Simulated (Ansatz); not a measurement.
# One shape, several levels: PF3 (phosphorus trifluoride)

Wanted: a comparison of 6 runs (PBE/STO-3G, UB3LYP/STO-3G, UPBE0/STO-3G, r2SCAN0/STO-3G, CCSD(T)/STO-3G, UCCSD(T)/STO-3G) of PF3 (phosphorus trifluoride). 

The results are computed with Ansatz 0.2.0.

50 further runs of the same task are left out: 10 that didn't finish, 40 set aside as unsound or not needed.

### Step 1. Starting point

The species is PF3 (4 atoms), meant as a singlet with charge 0. SMILES: `FP(F)F`. The F3–P2 distance was set to 1.964 Å, away from the relaxed value.

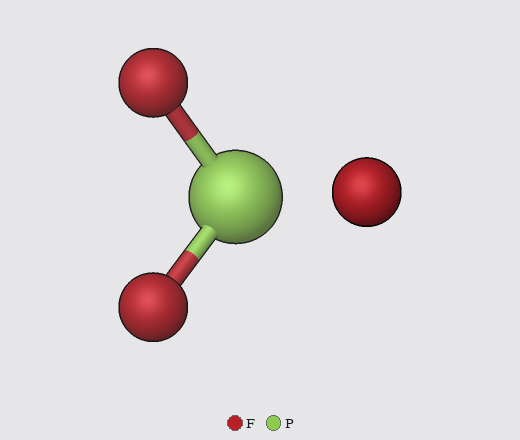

The structure, seen from a chosen angle (fluorine red, phosphorus green).

### Step 2. The energy at PBE/STO-3G (run 1)

File input.yaml:

```yaml
crystal:
  periodic: [false, false, false]
  atoms:
    - {symbol: F, position_ang: [1.025477, -0.410455, 1.106773]}
    - {symbol: P, position_ang: [-0.106423, 0.567345, 0.624573]}
    - {symbol: F, position_ang: [-1.061900, -0.696500, -0.536900]}
    - {symbol: F, position_ang: [0.716077, 1.297945, -0.497727]}
basis:
  gaussian:
    orbitals: STO-3G
magnetization:
  spin_polarized: false
hamiltonian:
  xc: pbe
accuracy: high
```

Run with:

```sh
ansatz run input.yaml --threads 1 --pin off --max-ram 2610MiB --events-out events.jsonl --progress --plain --runs-dir runs
```

Log:

```text
Warning: RAYON_NUM_THREADS=1 ignored (pool sized by the plan → 1); use --threads N
Functional definition: PBE
  name "PBE"
  parameter kappa = 0.804
  parameter beta = 0.06672455060314922
  exchange = pbe_x(kappa = kappa, mu = beta*pi^2/3)
  correlation = pbe_c(beta = beta)
454 factors; integrals over basis functions are off by at most 2.4e-8 eV
mean field evaluation 1: about -17198.6870 eV, gradient 2.8e1 eV
mean field evaluation 2: about -17050.0670 eV, gradient 2.5e2 eV
mean field evaluation 4: about -17202.0747 eV, gradient 7.1e0 eV
mean field evaluation 8: about -17202.2476 eV, gradient 1.4e-1 eV
mean field evaluation 16: about -17202.2477 eV, gradient 2.2e-6 eV
mean field -17202.24767285 eV, -632.1709418749 hartree, gradient 2.6e-8 eV, S^2 0.000000; 0 other end points of the search recorded, 0 dependent functions left out
reference -17202.24767383 eV, -632.1709419111 hartree; 21, 21 occupied and 3, 3 virtual orbitals, 454 factors
Total energy: -17202.24767383 eV, -632.1709419111 hartree
```

Wall time 1.3 s (1 thread of Arm Neoverse V1, shared host); peak memory 0.098 GiB.

### Step 3. A single-point energy at UB3LYP/STO-3G (run 2)

File job.yaml:

```yaml
crystal:
  periodic: [false, false, false]
  atoms:
    - symbol: F
      position_ang: [1.025477, -0.410455, 1.106773]
    - symbol: P
      position_ang: [-0.106423, 0.567345, 0.624573]
    - symbol: F
      position_ang: [-1.061900, -0.696500, -0.536900]
    - symbol: F
      position_ang: [0.716077, 1.297945, -0.497727]
basis:
  gaussian: {orbitals: STO-3G}
magnetization: {spin_polarized: true, initial_magnetization: 0}
hamiltonian: {xc: {name: B3LYP}}
accuracy: high
```

Run with:

```sh
ansatz run job.yaml --threads 1 --pin off --max-ram 2610MiB --events-out events.jsonl --progress --plain --runs-dir runs
```

Log:

```text
Warning: RAYON_NUM_THREADS=1 ignored (pool sized by the plan → 1); use --threads N
Functional definition: B3LYP
  name "B3LYP"
  parameter a0 = 0.2
  parameter ax = 0.72
  parameter ac = 0.81
  exchange = (1 - a0 - ax)*slater_x + ax*b88_x + a0*exact_x
  correlation = (1 - ac)*vwn_rpa_c + ac*lyp_c
454 factors; integrals over basis functions are off by at most 2.4e-8 eV
mean field evaluation 1: about -17209.2529 eV, gradient 2.1e1 eV
mean field evaluation 2: about -17177.5190 eV, gradient 8.3e1 eV
mean field evaluation 4: about -17213.4926 eV, gradient 5.5e0 eV
mean field evaluation 8: about -17213.7563 eV, gradient 2.8e-2 eV
mean field evaluation 16: about -17213.7563 eV, gradient 9.7e-7 eV
mean field -17213.75634874 eV, -632.5938779130 hartree, gradient 1.3e-8 eV, S^2 0.000000; 0 other end points of the search recorded, 0 dependent functions left out
reference -17213.75636664 eV, -632.5938785710 hartree; 21, 21 occupied and 3, 3 virtual orbitals, 454 factors
Total energy: -17213.75636664 eV, -632.5938785710 hartree
```

It took 2.3 s on 1 thread of Arm Neoverse V1, shared host; peak memory 0.14 GiB.

Runs 3 to 4 aren't shown in full; the table further down has their settings and results.

### Step 4. A single-point energy at CCSD(T)/STO-3G (run 5)

File job.yaml:

```yaml
crystal:
  periodic: [false, false, false]
  atoms:
    - {symbol: F, position_ang: [1.025477, -0.410455, 1.106773]}
    - {symbol: P, position_ang: [-0.106423, 0.567345, 0.624573]}
    - {symbol: F, position_ang: [-1.061900, -0.696500, -0.536900]}
    - {symbol: F, position_ang: [0.716077, 1.297945, -0.497727]}
basis:
  gaussian:
    orbitals: STO-3G
magnetization:
  spin_polarized: false
correlation:
  method: ccsd_t
  frozen_orbitals: {F: 1, P: 5}
accuracy: high
scf:
  omitted_lower_state_checks: [cluster_reference, increment]
```

Run with:

```sh
ansatz run job.yaml --threads 1 --pin off --max-ram 2610MiB --events-out events.jsonl --progress --plain --runs-dir runs
```

Log:

```text
Warning: RAYON_NUM_THREADS=1 ignored (pool sized by the plan → 1); use --threads N
Functional definition: HF
  name "HF"
  exchange = exact_x
  correlation = 0
these checks for a lower state are left out or cut short: cluster_reference, increment
454 factors; integrals over basis functions are off by at most 2.4e-8 eV
mean field evaluation 1: about -17163.7240 eV, gradient 3.0e1 eV
mean field evaluation 2: about -17163.8296 eV, gradient 3.0e1 eV
mean field evaluation 4: about -17169.3641 eV, gradient 2.1e0 eV
mean field evaluation 8: about -17169.4001 eV, gradient 6.0e-2 eV
mean field -17169.40014726 eV, -630.9638175745 hartree, gradient 2.7e-8 eV, S^2 0.000000; 0 other end points of the search recorded, 0 dependent functions left out; unrestricted orbitals would lower it
8 core orbitals not correlated: weight in the atoms' cores, before any rotation towards them, 1.000 or more for the frozen orbitals, at most 0.000 for the correlated occupied ones
reference -17169.40014726 eV, -630.9638175745 hartree; 13, 13 occupied and 3, 3 virtual orbitals, 454 factors
second order -2.60172362 eV of doubles, -0.00000000 eV of singles
cycle   1  -3.04538500 eV  change   -4.4e-1 eV  update   9.8e-2
cycle   2  -3.36560898 eV  change   -3.2e-1 eV  update   3.8e-2
cycle   3  -3.45131348 eV  change   -8.6e-2 eV  update   1.9e-2
cycle   4  -3.45629931 eV  change   -5.0e-3 eV  update   5.1e-3
cycle   5  -3.45790585 eV  change   -1.6e-3 eV  update   2.1e-3
cycle   6  -3.45926357 eV  change   -1.4e-3 eV  update   7.6e-4
cycle   7  -3.45892693 eV  change    3.4e-4 eV  update   2.7e-4
cycle   8  -3.45887882 eV  change    4.8e-5 eV  update   1.5e-4
cycle   9  -3.45900889 eV  change   -1.3e-4 eV  update   8.1e-5
cycle  10  -3.45895601 eV  change    5.3e-5 eV  update   4.0e-5
cycle  11  -3.45895716 eV  change   -1.1e-6 eV  update   1.7e-5
cycle  12  -3.45895132 eV  change    5.8e-6 eV  update   5.5e-6
cycle  13  -3.45895611 eV  change   -4.8e-6 eV  update   2.0e-6
cycle  14  -3.45895807 eV  change   -2.0e-6 eV  update   6.4e-7
cycle  15  -3.45895841 eV  change   -3.4e-7 eV  update   2.3e-7
cycle  16  -3.45895813 eV  change    2.8e-7 eV  update   1.0e-7
cycle  17  -3.45895814 eV  change   -9.8e-9 eV  update   5.2e-8
cycle  18  -3.45895804 eV  change    9.7e-8 eV  update   3.4e-8
cycle  19  -3.45895817 eV  change   -1.3e-7 eV  update   1.4e-7
cycle  20  -3.45895838 eV  change   -2.1e-7 eV  update   6.3e-8
cycle  21  -3.45895842 eV  change   -3.9e-8 eV  update   2.5e-8
cycle  22  -3.45895843 eV  change   -3.4e-9 eV  update   1.2e-8
cycle  23  -3.45895843 eV  change   -1.2e-9 eV  update   4.7e-9
cycle  24  -3.45895842 eV  change    2.8e-9 eV  update   2.2e-9
cycle  25  -3.45895842 eV  change    1.5e-9 eV  update  9.0e-10
perturbative correction -0.16465323 eV, -0.0060508947 hartree
Total energy: -17173.02375892 eV, -631.0969828467 hartree
Checks for a lower state left out: cluster_reference, increment
```

It took 0.3 s on 1 thread of Arm Neoverse V1, shared host.

### Step 5. The energy at UCCSD(T)/STO-3G (run 6)

File job.yaml:

```yaml
crystal:
  periodic: [false, false, false]
  atoms:
    - {symbol: F, position_ang: [1.025477, -0.410455, 1.106773]}
    - {symbol: P, position_ang: [-0.106423, 0.567345, 0.624573]}
    - {symbol: F, position_ang: [-1.061900, -0.696500, -0.536900]}
    - {symbol: F, position_ang: [0.716077, 1.297945, -0.497727]}
basis:
  gaussian: {orbitals: STO-3G}
magnetization: {spin_polarized: true}
correlation: {method: ccsd_t, frozen_orbitals: {F: 1, P: 5}}
accuracy: high
scf: {omitted_lower_state_checks: [cluster_reference, increment]}
```

Run with:

```sh
ansatz run job.yaml --threads 1 --pin off --max-ram 2610MiB --events-out events.jsonl --progress --plain --runs-dir runs
```

Log:

```text
Warning: RAYON_NUM_THREADS=1 ignored (pool sized by the plan → 1); use --threads N
[... 12 lines left out ...]
8 core orbitals not correlated: weight in the atoms' cores, before any rotation towards them, 1.000 or more for the frozen orbitals, at most 0.000 for the correlated occupied ones
[... 34 lines left out ...]
Total energy: -17173.01294359 eV, -631.0965853908 hartree
Checks for a lower state left out: cluster_reference, increment
```

Wall time 0.85 s (1 thread of Arm Neoverse V1, shared host).

### Step 6. The series

```
run            level  frozen core orbitals  energy (Eh)  wall time
  1       PBE/STO-3G                     –  -632.170942      1.3 s
  2    UB3LYP/STO-3G                     –  -632.593879      2.3 s
  3     UPBE0/STO-3G                     –  -632.257829      2.2 s
  4   r2SCAN0/STO-3G                     –  -632.518742      3.3 s
  5   CCSD(T)/STO-3G                     8  -631.096983      0.3 s
  6  UCCSD(T)/STO-3G                     8  -631.096585     0.85 s
```

### Step 7. Results

| quantity | value |
| --- | --- |
| run 6: total energy | -631.09659 Eh |
| run 6: correlation energy (8 core orbitals frozen) | -124.6 mEh |
| run 6: (T) correction | -5.78 mEh |
| run 6: ⟨S²⟩ of the reference determinant | 0.377 |
| run 6: T1 diagnostic | 0.047 |

Totals of different functionals can't be ranked against each other. In run 5 the log says that unrestricted orbitals would lower the reference, so the values rest on an unstable closed-shell determinant (other closed-shell runs at this shape may share the fault). In runs 1, 2, 3, 4, 5, 6 the basis is minimal, so the values are rough. Spin contamination of the reference: run 6 ⟨S²⟩ = 0.38. All runs together took 10 s, the longest 3.3 s.
